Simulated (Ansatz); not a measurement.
Consider Sn$_{5}$GeSe$_{6}$.

The calculation's input:

```
crystal:
  lattice:
    - [4.2242795327, 0.0, 0.0]
    - [-2.1121397664, 3.658333388, 0.0]
    - [0.0, 0.0, 20.8006972904]
  atoms:
    - { symbol: Sn, position: [0.3333333333, 0.6666666667, 0.8295806632] }
    - { symbol: Sn, position: [0.6666666667, 0.3333333333, 0.6590470552] }
    - { symbol: Sn, position: [0.3333333333, 0.6666666667, 0.3409529448] }
    - { symbol: Sn, position: [0.6666666667, 0.3333333333, 0.1704193368] }
    - { symbol: Sn, position: [0.0, 0.0, 0.0] }
    - { symbol: Ge, position: [0.0, 0.0, 0.5] }
    - { symbol: Se, position: [0.0, 0.0, 0.7443909728] }
    - { symbol: Se, position: [0.3333333333, 0.6666666667, 0.5740815241] }
    - { symbol: Se, position: [0.6666666667, 0.3333333333, 0.4259184759] }
    - { symbol: Se, position: [0.0, 0.0, 0.2556090272] }
    - { symbol: Se, position: [0.3333333333, 0.6666666667, 0.085175558] }
    - { symbol: Se, position: [0.6666666667, 0.3333333333, 0.914824442] }
basis:
  ecutwfc: 420
kpoints:
  mp_grid: { grid: [12, 12, 2] }
hamiltonian:
  xc: pbe
scf:
  occupations: { method: gaussian, width: 0.02 }
output:
  forces: true
  stress: true
  eigenvalues: true
  write_density: true
  write_potential: true
  elf: true
  volumetric_format: npy
relax:
  adjacent_minimum: "off"
  f_tol: 0.01
  max_steps: 80
  cell: { stress_tol: 0.05 }
```

Command:

```sh
ansatz run input.yaml --threads 1 --pin off --max-ram 2560MiB --backend cpu --events-out ev --progress --plain --runs-dir out
```

Below, planes, directions and counts refer to the conventional cell (a = 4.24 Å, b = 4.24 Å, c = 20.81 Å, α = 90.00°, β = 90.00°, γ = 120.00°).

The fields are those of the run's last geometry, not of the input's.

Space group P-3m1; a structure generated by program, which may or may not match a known phase.

All numbers below come from Ansatz 0.2.0, DFT PBE, scalar-relativistic, plane waves, PAW.

### Predict the valence pseudo-density and electron localisation function between the atoms.

Ge–Se (2.89 Å): the density is about 0.25 e/Å³ at the midpoint; the ELF is about 0.45 at the midpoint.
Sn–Se (3.02 Å): ρ is about 0.22 e/Å³ halfway; the ELF is about 0.40 at the midpoint.

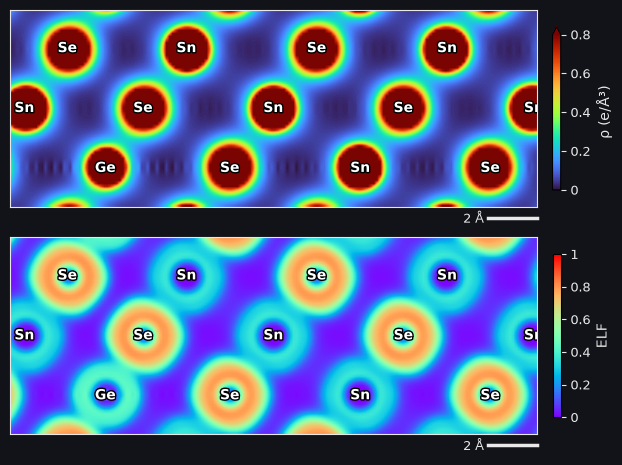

Computed valence pseudo-density and electron localisation function on the (110) plane of the conventional cell, in this order. 

Core electrons are frozen (PAW), and the valence fields are smoothed inside the atomic spheres.
